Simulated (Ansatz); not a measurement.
Cd$_{5}$Se$_{3}$S$_{2}$

The calculation's input:

```
crystal:
  lattice:
    - [2.1512471067, 1.2420230961, 17.5942782]
    - [-2.1512471067, 1.2420230961, 17.5942782]
    - [0.0, -2.4840461923, 17.5942782]
  atoms:
    - { symbol: Cd, position: [0.002131, 0.002131, 0.002131] }
    - { symbol: Cd, position: [0.599931, 0.599931, 0.599931] }
    - { symbol: Cd, position: [0.197808, 0.197808, 0.197808] }
    - { symbol: Cd, position: [0.801069, 0.801069, 0.801069] }
    - { symbol: Cd, position: [0.398861, 0.398861, 0.398861] }
    - { symbol: Se, position: [0.951303, 0.951303, 0.951303] }
    - { symbol: Se, position: [0.549227, 0.549227, 0.549227] }
    - { symbol: Se, position: [0.750255, 0.750255, 0.750255] }
    - { symbol: S, position: [0.14918, 0.14918, 0.14918] }
    - { symbol: S, position: [0.350236, 0.350236, 0.350236] }
basis:
  ecutwfc: 420
kpoints:
  mp_grid: { grid: [12, 12, 12] }
  band_path:
    path:
      - [[0.0, 0.0, 0.0], [-0.5, -0.5, -0.5], [-0.5, -0.16998886, -0.83001114]]
      - [[-0.16998886, 0.16998886, -0.5], [0.0, 0.0, -0.5], [0.0, 0.0, 0.0], [0.0, 0.33499443, -0.33499443]]
      - [[-0.33499443, 0.0, -0.66500557], [-0.5, 0.0, -0.5], [0.0, 0.0, 0.0]]
    npoints: 14
hamiltonian:
  xc: lda
scf:
  occupations: { method: gaussian, width: 0.02 }
  n_extra_bands: 25
output:
  forces: true
  stress: true
  eigenvalues: true
  populations: true
  dos: { projected: true, de: 0.02, nscf_kmesh: { grid: [18, 18, 18] } }
  bader: true
  write_density: true
  write_potential: true
  elf: true
  volumetric_format: npy
```

Launched as:

```sh
ansatz run input.yaml --threads 4 --pin off --max-ram 8192MiB --backend cpu --events-out ev --progress --plain --runs-dir out
```

Below, planes, directions and counts refer to the conventional cell (a = 4.30 Å, b = 4.30 Å, c = 52.78 Å, α = 90.00°, β = 90.00°, γ = 120.00°).

Space group R3m; a structure generated by program, which may or may not match a known phase; computed pressure about −5 GPa in this cell.

These are results of Ansatz 0.2.0, DFT LDA, scalar-relativistic, plane waves, PAW, not measurements.

Question: What can the converged valence pseudo-density and electron localisation function tell about the bonding?

Answer: Cd–S (2.57 Å): the density is about 0.4 e/Å³ at the midpoint; the ELF peaks at about 0.90 in the valence shell of S, 0.9 Å from its nucleus, and is about 0.35 at the midpoint.
Cd–Se (2.66 Å): ρ is about 0.37 e/Å³ halfway; the ELF is about 0.40 at the midpoint and 0.15 at its lowest between the atoms.
Bader's partition of the density gives Cd +0.65 to +0.75, Se −0.65 and S −0.77 e.

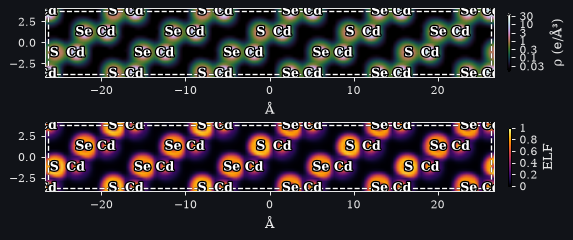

Computed valence pseudo-density and electron localisation function on the (110) plane of the conventional cell, in this order. 

Core electrons are frozen (PAW), and the valence fields are smoothed inside the atomic spheres.
